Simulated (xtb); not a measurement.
**C3H6Sn: geometry relaxation (part 3 of 4)**

Continued. System: C3H6Sn. Method: GFN1-xTB (xtb 6.7.1). The geometry comes from this level: PBE0-D4/def2-TZVP.

Geometry of the input (Å):
```
C  2.5240  -0.1182  -1.2542
C  1.4216  0.2189  -0.8966
Sn -0.4880  0.7695  -0.2548
C  -1.1716  -0.7246  1.1047
H  3.4980  -0.4125  -1.5725
H  -0.3569  2.2961  0.4951
H  -1.4837  0.8724  -1.6361
H  -1.2035  -1.6895  0.5994
H  -2.1691  -0.4759  1.4672
H  -0.4877  -0.7874  1.9507
```

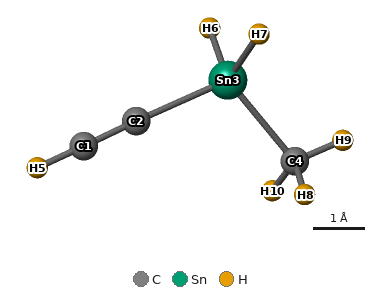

**Figure 1.** The geometry at step 7 of the log (ball-and-stick view, seen at a tilt; atoms are numbered from 1 in the order of the input).

### Output, continued
```
 projected vibrational frequencies (cm⁻¹)
eigval :       -0.00    -0.00    -0.00     0.00     0.00     0.00
eigval :       70.97    91.22   188.72   243.62   349.01   449.84
eigval :      526.23   532.70   576.69   695.14   695.19   727.42
eigval :      752.90   763.29  1276.21  1448.93  1449.29  1830.94
eigval :     1940.61  2200.10  3074.36  3121.71  3123.63  3339.04
           -------------------------------------------------
          |                Property Printout                |
           -------------------------------------------------

    * Orbital Energies and Occupations

         #    Occupation            Energy/Eh            Energy/eV
      -------------------------------------------------------------
         1        2.0000           -0.9298848             -25.3035
         2        2.0000           -0.6220494             -16.9268
         3        2.0000           -0.6174292             -16.8011
         4        2.0000           -0.5619641             -15.2918
         5        2.0000           -0.5170657             -14.0701
         6        2.0000           -0.5164403             -14.0531
         7        2.0000           -0.4800813             -13.0637
         8        2.0000           -0.4710292             -12.8174
         9        2.0000           -0.4605110             -12.5311
        10        2.0000           -0.4511362             -12.2760
        11        2.0000           -0.4425081             -12.0413 (HOMO)
        12                         -0.2300643              -6.2604 (LUMO)
        13                         -0.2235857              -6.0841
        14                         -0.1803508              -4.9076
        15                         -0.1593852              -4.3371
        16                         -0.1205440              -3.2802
        17                         -0.1180781              -3.2131
        18                         -0.0947431              -2.5781
        19                         -0.0898377              -2.4446
        20                         -0.0782886              -2.1303
        21                         -0.0549008              -1.4939
        22                         -0.0267525              -0.7280
       ...                                ...                  ...
        33                          1.3204738              35.9319
      -------------------------------------------------------------
                  HL-Gap            0.2124438 Eh            5.7809 eV
             Fermi-level           -0.3362862 Eh           -9.1508 eV

  Mulliken/CM5 charges         n(s)   n(p)   n(d)
     1C    -0.06167 -0.11346   1.109  2.953  0.000
     2C    -0.07508 -0.08500   1.173  2.902  0.000
     3Sn    0.06680 -0.03477   1.884  1.949  0.101
     4C    -0.12570 -0.27720   1.015  3.110  0.000
     5H     0.05437  0.10844   0.946  0.000  0.000
     6H     0.01845  0.07019   0.982  0.000  0.000
     7H     0.01845  0.07020   0.982  0.000  0.000
     8H     0.03571  0.08812   0.964  0.000  0.000
     9H     0.03295  0.08535   0.967  0.000  0.000
    10H     0.03571  0.08812   0.964  0.000  0.000

Wiberg/Mayer (AO) data.
largest (>0.10) Wiberg bond orders for each atom

 ---------------------------------------------------------------------------
     #   Z sym  total        # sym  WBO       # sym  WBO       # sym  WBO
 ---------------------------------------------------------------------------
     1   6 C    3.986 --     2 C    2.924     5 H    0.978
     2   6 C    3.958 --     1 C    2.924     3 Sn   0.787
     3  50 Sn   2.961 --     2 C    0.787     6 H    0.717     7 H    0.717
                             4 C    0.689
     4   6 C    3.994 --     8 H    0.995    10 H    0.995     9 H    0.994
                             3 Sn   0.689     7 H    0.106     6 H    0.106
     5   1 H    0.993 --     1 C    0.978
     6   1 H    1.001 --     3 Sn   0.717     4 C    0.106
     7   1 H    1.001 --     3 Sn   0.717     4 C    0.106
     8   1 H    0.999 --     4 C    0.995
     9   1 H    1.000 --     4 C    0.994
    10   1 H    0.999 --     4 C    0.995
 ---------------------------------------------------------------------------

Topologies differ in total number of bonds
Writing topology from bond orders to xtbtopo.mol

 dipole moment from electron density (au)
     X       Y       Z
  -0.2928  -0.1513   0.2559  total (Debye):    1.061

           -------------------------------------------------
          |                Geometry Summary                 |
           -------------------------------------------------

      molecular mass/u    :      160.7899648
   center of mass at/Å    :       -0.1545262       0.5101838      -0.2578873
  moments of inertia/u·Å² :        0.6019207E+02   0.2031064E+03   0.2527678E+03
rotational constants/cm⁻¹ :        0.2800640E+00   0.8299903E-01   0.6669217E-01

 * 7 selected distances

     #   Z          #   Z                                           value/Å
     1   6 C        2   6 C                                       1.2038279
     3  50 Sn       4   6 C                                       2.1454224 (max)
     3  50 Sn       6   1 H                                       1.6681848
     3  50 Sn       7   1 H                                       1.6681852
     4   6 C        8   1 H                                       1.0835772 (min)
Molecule has the following symmetry elements: (sigma)
It seems to be the Cs point group
     4   6 C        9   1 H                                       1.0838291
     4   6 C       10   1 H                                       1.0835777

 * 4 distinct bonds (by element types)

   Z      Z             #   av. dist./Å        max./Å        min./Å
   1 H    6 C           3     1.0836613     1.0838291     1.0835772
   6 C    6 C           1     1.2038279     1.2038279     1.2038279
   1 H   50 Sn          2     1.6681850     1.6681852     1.6681848
   6 C   50 Sn          1     2.1454224     2.1454224     2.1454224

           -------------------------------------------------
          |               Frequency Printout                |
           -------------------------------------------------
 projected vibrational frequencies (cm⁻¹)
eigval :       -0.00    -0.00    -0.00     0.00     0.00     0.00
eigval :       70.97    91.22   188.72   243.62   349.01   449.84
eigval :      526.23   532.70   576.69   695.14   695.19   727.42
eigval :      752.90   763.29  1276.21  1448.93  1449.29  1830.94
eigval :     1940.61  2200.10  3074.36  3121.71  3123.63  3339.04
 reduced masses (amu)
   1: 26.65   2: 76.78   3: 83.97   4:103.99   5: 25.25   6: 11.64   7:  1.84   8: 19.83
   9:  9.04  10: 14.26  11:  7.55  12: 27.68  13: 24.54  14:  2.64  15:  2.64  16:  3.09
  17:  3.09  18:  2.43  19:  3.05  20:  3.53  21:  2.86  22:  1.63  23:  1.63  24:  1.74
  25:  2.20  26: 10.96  27:  1.27  28:  2.02  29:  2.02  30:  2.56
 IR intensities (km·mol⁻¹)
   1:  0.07   2:  0.07   3:  0.02   4:  0.01   5:  0.07   6:  0.30   7:  0.00   8:  0.08
   9:  2.82  10: 22.33  11: 60.90  12: 65.78  13:110.62  14: 27.88  15:192.61  16: 31.72
  17: 35.05  18:263.49  19:120.10  20:134.80  21:  4.06  22:  2.78  23:  3.52  24:498.00
  25:816.74  26: 27.62  27: 15.30  28: 11.62  29: 10.92  30:  0.02
 Raman intensities (Ä⁴*amu⁻¹)
   1:  0.00   2:  0.00   3:  0.00   4:  0.00   5:  0.00   6:  0.00   7:  0.00   8:  0.00
   9:  0.00  10:  0.00  11:  0.00  12:  0.00  13:  0.00  14:  0.00  15:  0.00  16:  0.00
  17:  0.00  18:  0.00  19:  0.00  20:  0.00  21:  0.00  22:  0.00  23:  0.00  24:  0.00
  25:  0.00  26:  0.00  27:  0.00  28:  0.00  29:  0.00  30:  0.00
 output can be read by thermo (or use thermo option).
 writing <g98.out> molden fake output.
 recommended (thermochemical) frequency scaling factor: 1.0
           -------------------------------------------------
          |             Thermodynamic Functions             |
           -------------------------------------------------

cs  symmetry found (for desy threshold:  0.10E+00) used in thermo

          ...................................................
          :                      SETUP                      :
          :.................................................:
          :  # frequencies                          24      :
          :  # imaginary freq.                       0      :
          :  linear?                             false      :
          :  only rotor calc.                    false      :
          :  symmetry                               cs      :
          :  rotational number                       1      :
          :  scaling factor                  1.0000000      :
          :  rotor cutoff                   50.0000000 cm⁻¹ :
          :  imag. cutoff                  -20.0000000 cm⁻¹ :
          :.................................................:

    mode    ω/cm⁻¹     T·S(HO)/kcal·mol⁻¹    T·S(FR)/kcal·mol⁻¹   T·S(vib)
   ------------------------------------------------------------------------
       1     70.97    -1.23028 ( 80.23%)    -0.95240 ( 19.77%)    -1.17534
       2     91.22    -1.08342 ( 91.72%)    -0.87813 (  8.28%)    -1.06642
       3    188.72    -0.66797 ( 99.51%)    -0.66292 (  0.49%)    -0.66795
       4    243.62    -0.52960 ( 99.82%)    -0.58731 (  0.18%)    -0.52971
   ------------------------------------------------------------------------

   temp. (K)  partition function   enthalpy   heat capacity  entropy
                                   cal/mol     cal/K/mol   cal/K/mol   J/K/mol
 298.15  VIB   47.7                 2738.714     17.946     16.624
         ROT  0.134E+06              888.752      2.981     26.446
         INT  0.640E+07             3627.467     20.927     43.070
         TR   0.197E+28             1481.254      4.968     41.115
         TOT                        5108.7208    25.8949    84.1852   352.2307

       T/K    H(0)-H(T)+PV         H(T)/Eh          T*S/Eh         G(T)/Eh
   ------------------------------------------------------------------------
    298.15    0.814126E-02    0.752737E-01    0.399991E-01    0.352746E-01
   ------------------------------------------------------------------------

         :::::::::::::::::::::::::::::::::::::::::::::::::::::
         ::                  THERMODYNAMIC                  ::
         :::::::::::::::::::::::::::::::::::::::::::::::::::::
         :: total free energy         -11.926019105458 Eh   ::
         ::.................................................::
         :: total energy              -11.961293702593 Eh   ::
         :: zero point energy           0.067132417800 Eh   ::
         :: G(RRHO) w/o ZPVE           -0.031857820665 Eh   ::
         :: G(RRHO) contrib.            0.035274597135 Eh   ::
         :::::::::::::::::::::::::::::::::::::::::::::::::::::

optimized geometry written to: xtbopt.xyz

           -------------------------------------------------
          | TOTAL ENERGY              -11.961293702593 Eh   |
          | TOTAL ENTHALPY            -11.886020020033 Eh   |
          | TOTAL FREE ENERGY         -11.926019105458 Eh   |
          | GRADIENT NORM               0.000132804401 Eh/α |
          | HOMO-LUMO GAP               5.780891107107 eV   |
           -------------------------------------------------

------------------------------------------------------------------------
------------------------------------------------------------------------
 total:
 *  cpu-time:     0 d,  0 h,  0 min,  0.339 sec
 * ratio c/w:     1.000 speedup
 SCF:
 *  cpu-time:     0 d,  0 h,  0 min,  0.005 sec
 * ratio c/w:     1.000 speedup
 ANC optimizer:
 *  cpu-time:     0 d,  0 h,  0 min,  0.065 sec
 * ratio c/w:     1.000 speedup
 analytical hessian:
 *  cpu-time:     0 d,  0 h,  0 min,  0.264 sec
 * ratio c/w:     1.000 speedup
```

### File vibspectrum
```
$vibrational spectrum
#  mode     symmetry     wave number   IR intensity    selection rules
#                         cm**(-1)      (km*mol⁻¹)        IR
     1                      -0.00         0.00000          -
     2                      -0.00         0.00000          -
     3                      -0.00         0.00000          -
     4                       0.00         0.00000          -
     5                       0.00         0.00000          -
     6                       0.00         0.00000          -
     7        a             70.97         0.00013         NO
     8        a             91.22         0.08359         YES
     9        a            188.72         2.82326         YES
    10        a            243.62        22.33371         YES
    11        a            349.01        60.90253         YES
    12        a            449.84        65.78455         YES
    13        a            526.23       110.61643         YES
    14        a            532.70        27.87827         YES
    15        a            576.69       192.60541         YES
    16        a            695.14        31.71787         YES
    17        a            695.19        35.05388         YES
    18        a            727.42       263.49171         YES
    19        a            752.90       120.09974         YES
    20        a            763.29       134.79743         YES
    21        a           1276.21         4.06092         YES
    22        a           1448.93         2.78364         YES
    23        a           1449.29         3.51913         YES
    24        a           1830.94       497.99543         YES
    25        a           1940.61       816.74328         YES
    26        a           2200.10        27.62186         YES
    27        a           3074.36        15.30411         YES
    28        a           3121.71        11.62159         YES
    29        a           3123.63        10.91999         YES
    30        a           3339.04         0.01909         YES
$end
```

### File xtbopt.xyz
```
10
 energy: -11.961293702593 gnorm: 0.000132806143 xtb: 6.7.1
C            2.53182255708744       -0.09895792568267       -1.27121475942869
C            1.43162345774617        0.22718887542721       -0.90735815438176
Sn          -0.47110140166133        0.75374154194467       -0.25322996574757
C           -1.18963855260873       -0.73107553401212        1.11857863179585
H            3.50164535829386       -0.37790809622854       -1.59738836120336
H           -0.33787651542505        2.26048284005890        0.45020562786278
H           -1.42872937715654        0.88209757519073       -1.61312506422715
H           -1.24141921272372       -1.70005777498365        0.63636332862234
H           -2.18117562866729       -0.46161962196795        1.46344536566521
H           -0.53205094284585       -0.80509230979497        1.97662315032944
```

### Standard error
```
normal termination of xtb
```

### Trajectory as extended XYZ (Å, eV, eV/Å), 14 frames, from step=0 to step=13
```
10
Properties=species:S:1:pos:R:3 step=0 energy=-325.45679
C     2.5240   -0.1182   -1.2542
C     1.4216    0.2189   -0.8966
Sn   -0.4880    0.7695   -0.2548
C    -1.1716   -0.7246    1.1047
H     3.4980   -0.4125   -1.5725
H    -0.3569    2.2961    0.4951
H    -1.4837    0.8724   -1.6361
H    -1.2035   -1.6895    0.5994
H    -2.1691   -0.4759    1.4672
H    -0.4877   -0.7874    1.9507
10
Properties=species:S:1:pos:R:3 step=1 energy=-325.48090
C     2.5181   -0.1085   -1.2576
C     1.4197    0.2339   -0.9056
Sn   -0.4846    0.7730   -0.2589
C    -1.1734   -0.7345    1.1123
H     3.4877   -0.4078   -1.5702
H    -0.3587    2.2766    0.4327
H    -1.4387    0.9121   -1.6100
H    -1.2154   -1.7022    0.6240
H    -2.1659   -0.4860    1.4722
H    -0.5056   -0.8077    1.9640
10
Properties=species:S:1:pos:R:3 step=2 energy=-325.48291
C     2.5191   -0.1060   -1.2595
C     1.4200    0.2355   -0.9069
Sn   -0.4819    0.7672   -0.2565
C    -1.1772   -0.7310    1.1120
H     3.4878   -0.4038   -1.5730
H    -0.3491    2.2733    0.4488
H    -1.4406    0.8939   -1.6159
H    -1.2179   -1.6969    0.6217
H    -2.1691   -0.4810    1.4705
H    -0.5081   -0.8023    1.9617
10
Properties=species:S:1:pos:R:3 step=3 energy=-325.48309
C     2.5228   -0.1057   -1.2629
C     1.4238    0.2344   -0.9078
Sn   -0.4785    0.7642   -0.2563
C    -1.1778   -0.7315    1.1127
H     3.4918   -0.3996   -1.5776
H    -0.3504    2.2701    0.4509
H    -1.4419    0.8918   -1.6128
H    -1.2236   -1.6985    0.6258
H    -2.1694   -0.4722    1.4648
H    -0.5137   -0.8040    1.9659
10
Properties=species:S:1:pos:R:3 step=4 energy=-325.48317
C     2.5279   -0.1016   -1.2620
C     1.4264    0.2336   -0.9100
Sn   -0.4761    0.7610   -0.2555
C    -1.1815   -0.7314    1.1142
H     3.4946   -0.3952   -1.5835
H    -0.3493    2.2668    0.4504
H    -1.4378    0.8877   -1.6123
H    -1.2288   -1.6988    0.6287
H    -2.1730   -0.4693    1.4642
H    -0.5194   -0.8040    1.9687
10
Properties=species:S:1:pos:R:3 step=5 energy=-325.48324
C     2.5268   -0.1035   -1.2694
C     1.4286    0.2338   -0.9098
Sn   -0.4747    0.7587   -0.2543
C    -1.1851   -0.7312    1.1163
H     3.4976   -0.3890   -1.5867
H    -0.3427    2.2639    0.4501
H    -1.4340    0.8869   -1.6117
H    -1.2334   -1.6985    0.6310
H    -2.1766   -0.4685    1.4662
H    -0.5235   -0.8039    1.9711
10
Properties=species:S:1:pos:R:3 step=6 energy=-325.48332
C     2.5276   -0.1019   -1.2676
C     1.4283    0.2319   -0.9078
Sn   -0.4748    0.7577   -0.2545
C    -1.1850   -0.7316    1.1167
H     3.4974   -0.3861   -1.5898
H    -0.3408    2.2642    0.4501
H    -1.4329    0.8858   -1.6144
H    -1.2348   -1.6999    0.6326
H    -2.1768   -0.4661    1.4645
H    -0.5251   -0.8052    1.9731
10
Properties=species:S:1:pos:R:3 step=7 energy=-325.48332
C     2.5301   -0.1018   -1.2681
C     1.4295    0.2277   -0.9083
Sn   -0.4717    0.7567   -0.2536
C    -1.1868   -0.7309    1.1166
H     3.5000   -0.3828   -1.5927
H    -0.3431    2.2639    0.4509
H    -1.4326    0.8843   -1.6120
H    -1.2368   -1.6996    0.6331
H    -2.1785   -0.4644    1.4638
H    -0.5270   -0.8042    1.9731
10
Properties=species:S:1:pos:R:3 step=8 energy=-325.48336
C     2.5307   -0.1009   -1.2683
C     1.4306    0.2286   -0.9068
Sn   -0.4727    0.7554   -0.2543
C    -1.1875   -0.7307    1.1173
H     3.4999   -0.3817   -1.5946
H    -0.3408    2.2614    0.4507
H    -1.4320    0.8836   -1.6128
H    -1.2377   -1.6990    0.6336
H    -2.1791   -0.4636    1.4639
H    -0.5282   -0.8043    1.9742
10
Properties=species:S:1:pos:R:3 step=9 energy=-325.48335
C     2.5298   -0.1004   -1.2698
C     1.4297    0.2285   -0.9082
Sn   -0.4729    0.7556   -0.2526
C    -1.1881   -0.7316    1.1179
H     3.4999   -0.3799   -1.5945
H    -0.3382    2.2623    0.4499
H    -1.4288    0.8830   -1.6137
H    -1.2392   -1.7004    0.6352
H    -2.1795   -0.4632    1.4636
H    -0.5295   -0.8052    1.9752
10
Properties=species:S:1:pos:R:3 step=10 energy=-325.48337
C     2.5308   -0.1002   -1.2699
C     1.4308    0.2283   -0.9075
Sn   -0.4719    0.7547   -0.2536
C    -1.1885   -0.7312    1.1181
H     3.5006   -0.3798   -1.5956
H    -0.3390    2.2616    0.4499
H    -1.4299    0.8834   -1.6133
H    -1.2396   -1.6999    0.6352
H    -2.1801   -0.4630    1.4639
H    -0.5301   -0.8051    1.9755
10
Properties=species:S:1:pos:R:3 step=11 energy=-325.48338
C     2.5314   -0.0999   -1.2700
C     1.4311    0.2275   -0.9073
Sn   -0.4717    0.7546   -0.2536
C    -1.1888   -0.7308    1.1179
H     3.5011   -0.3791   -1.5963
H    -0.3390    2.2607    0.4511
H    -1.4301    0.8819   -1.6128
H    -1.2400   -1.6995    0.6351
H    -2.1804   -0.4621    1.4634
H    -0.5305   -0.8045    1.9755
10
Properties=species:S:1:pos:R:3 step=12 energy=-325.48338
C     2.5317   -0.0995   -1.2705
C     1.4314    0.2272   -0.9072
Sn   -0.4715    0.7539   -0.2532
C    -1.1892   -0.7310    1.1183
H     3.5014   -0.3785   -1.5969
H    -0.3388    2.2606    0.4504
H    -1.4294    0.8823   -1.6128
H    -1.2406   -1.6998    0.6356
H    -2.1808   -0.4618    1.4634
H    -0.5311   -0.8047    1.9760
10
Properties=species:S:1:pos:R:3 step=13 energy=-325.48338
C     2.5318   -0.0989   -1.2712
C     1.4316    0.2272   -0.9073
Sn   -0.4711    0.7537   -0.2532
C    -1.1896   -0.7311    1.1186
H     3.5017   -0.3779   -1.5974
H    -0.3379    2.2605    0.4502
H    -1.4287    0.8821   -1.6131
H    -1.2414   -1.7001    0.6364
H    -2.1812   -0.4616    1.4634
H    -0.5321   -0.8051    1.9766
```

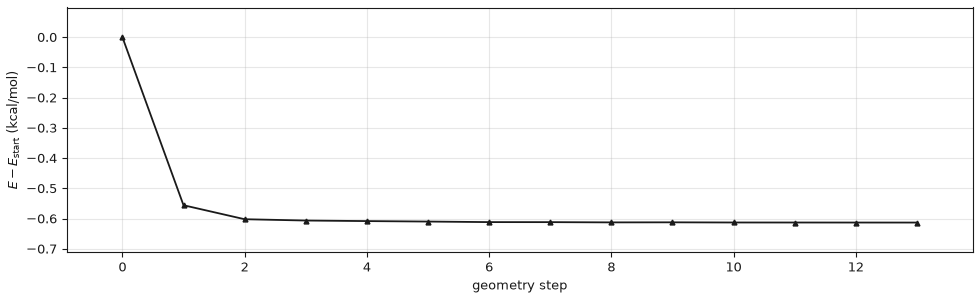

**Figure 2.** Progress of the relaxation, step by step (steps are counted from 0).
